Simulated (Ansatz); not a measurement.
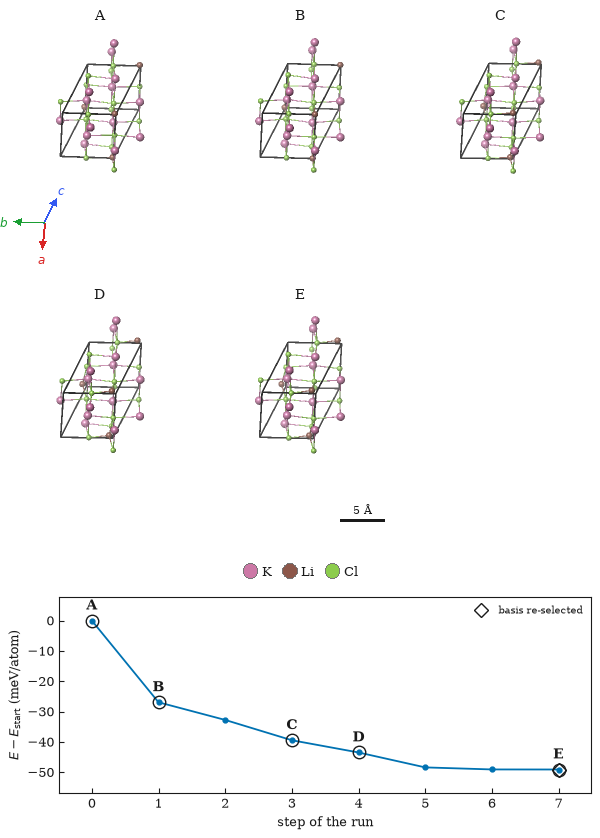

Frames of a relaxation of crystalline K₃LiCl₄ (built on the Li3TaO4-139 type type), marked on the history of the run. A ball-and-stick model of the cell of the calculation, reduced to other axes, seen from a free direction. Lengths and directions refer to the drawn axes.

Case: shaken.

Computed with DFT, PBEsol, plane waves, PAW in Ansatz 0.2.0.

Input
```yaml
crystal:
  lattice:
    - [-3.0248014609, 3.0262800545, 5.7813847211]
    - [3.0171182029, -3.1531241374, 5.8419723519]
    - [2.9682503512, 3.0965730276, -5.8458789243]
  atoms:
    - { symbol: K, position: [0.4747412264, 0.5015738299, -0.0149466262] }
    - { symbol: K, position: [0.2419585931, 0.7559671331, 0.5128017327] }
    - { symbol: K, position: [0.738534154, 0.2384390025, 0.4633090071] }
    - { symbol: Li, position: [-0.0133849055, 0.0179399237, -0.0056416967] }
    - { symbol: Cl, position: [0.0137108606, 0.5254565075, 0.5137081713] }
    - { symbol: Cl, position: [0.7838428632, 0.7901091565, -0.011371656] }
    - { symbol: Cl, position: [0.4862476517, -0.016983991, 0.4682004805] }
    - { symbol: Cl, position: [0.1939480833, 0.1987721758, -0.0259276435] }
kpoints:
  mp_grid: { grid: [4, 4, 4] }
hamiltonian:
  xc: pbesol
scf:
  occupations: { method: fermi_dirac, width: 0.05 }
relax:
  f_tol: 0.01
  cell: {}
  max_steps: 120
```

Launched with:
```bash
ansatz run input.yaml --threads 4 --pin off --max-ram 4608MiB --backend cpu --events-out ev --progress --plain --runs-dir out
```

> What happens along the run?

The energy falls by 49.1 meV per atom in 6 accepted moves (7 points after the start). The largest force component goes from 0.91 to 0.0061 eV/Å. Pressure: 1.25 GPa at the start and 0.01 GPa at the end. At 1 point the geometry stayed and the basis and grid were re-selected for the new cell (energy shift of less than 0.05 meV per atom at most each time). Li4 moves most relative to the cell: 0.48 Å along [−1 1 0]. Largest moves by element: Li 0.48 Å, Cl 0.46 Å, K 0.16 Å. The volume changes by +5.9 %, with a 5.986 → 6.177 Å (+3.2 %), b 6.123 → 6.176 Å (+0.9 %), c 7.139 → 7.337 Å (+2.8 %), α 113.8° → 114.6°, β 114.2° → 114.6°, γ 91.1° → 90.6°. Among the contacts that change: Li4–Cl7 3.037 → 2.366 Å, Li4–Cl5 2.993 → 2.367 Å, K2–Cl5 2.672 → 2.978 Å, K1–Cl7 2.852 → 3.097 Å. Bond angles that change, for instance: Cl6–Li4–Cl8 174.2° → 153.8°, Cl5–K1–Cl7 88.9° → 102.4°, K3–Cl8–Li4 100.9° → 87.9°. The space group (tolerance 0.01 Å) goes from P1 (No. 1) to Fmm2 (No. 42). The run took 50 s on 4 threads of Arm Neoverse V1, with other jobs on the host, peak memory 0.65 GiB. From step 0 to 1: Cl5 moves most (0.20 Å), volume +2.5 %, energy −26.9 meV per atom. From step 1 to 3: Li4 moves most (0.34 Å), volume +1.3 %, energy −12.5 meV per atom. From step 3 to 4: Li4 moves most (0.19 Å), volume +0.5 %, energy −4.0 meV per atom. From step 4 to 7: Cl8 moves most (0.12 Å), volume +1.6 %, energy −5.6 meV per atom.
